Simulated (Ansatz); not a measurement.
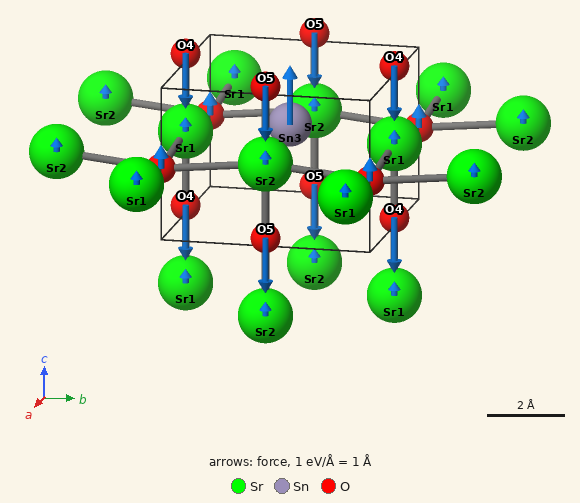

Starting geometry of a crystal of Sr2SnO3 (a generated structure, set up in P4mm) (coarse preliminary run) with the computed forces as blue arrows. A ball-and-stick model of the cell of the calculation, seen slightly off an axis.

The calculation used DFT PBE, scalar-relativistic, plane waves, PAW (Ansatz 0.2.0). Settings: plane-wave cutoff 420 eV; k-point mesh 4 × 4 × 4; occupations gaussian; smearing width 0.1 eV; no spin polarisation; cell and atoms relaxed; force threshold 0.04 eV/Å; at most 70 steps.

Question: What follows when this structure is relaxed?

Answer: It isn't relaxed: the largest force vector, on the Sn atom, is 1.61 eV/Å. The final displacements follow the starting forces only in part (cosine between the two patterns 0.69). The atom that moves furthest relative to the cell is the Sn atom (1.58 Å along +c). Largest moves by element: Sn 1.58 Å, Sr 0.40 Å, O 0.39 Å. Cell: a = b 5.642 → 4.803 Å (−14.9 %), c 4.126 → 5.071 Å (+22.9 %). Volume −10.9 %. Near-neighbour distances that change, for instance: O–Sn 3.323 → 2.409 Å, Sr–Sr 3.989 → 3.396 Å, Sn–Sr 2.842 → 3.403 Å, O–Sr 2.107 → 2.604 Å. New bonds form: O–Sn (3.32 → 2.41 Å). Bond angles that change, for instance: Sr–O–Sr 168.4° → 177.6°, O–Sr–O 168.4° → 177.6°, O–Sr–O 84.2° → 91.2°. The space group stays P4mm (No. 99). Over 16 accepted moves (18 points after the start) the energy falls by 1274 meV per atom. The largest force component goes from 1.6 to 0.018 eV/Å. The pressure goes from 11.96 to 0.06 GPa. At 2 points the geometry stayed and the basis and grid were re-selected for the new cell (energy shift of 22.4 meV per atom at most each time). Cost: 78 s on 1 thread of Intel(R) Xeon(R) 6975P-C (Granite Rapids), with other jobs on the host, peak memory 0.42 GiB.

Limits of the set-up: the k-point mesh is coarse for a cell with partly filled bands.
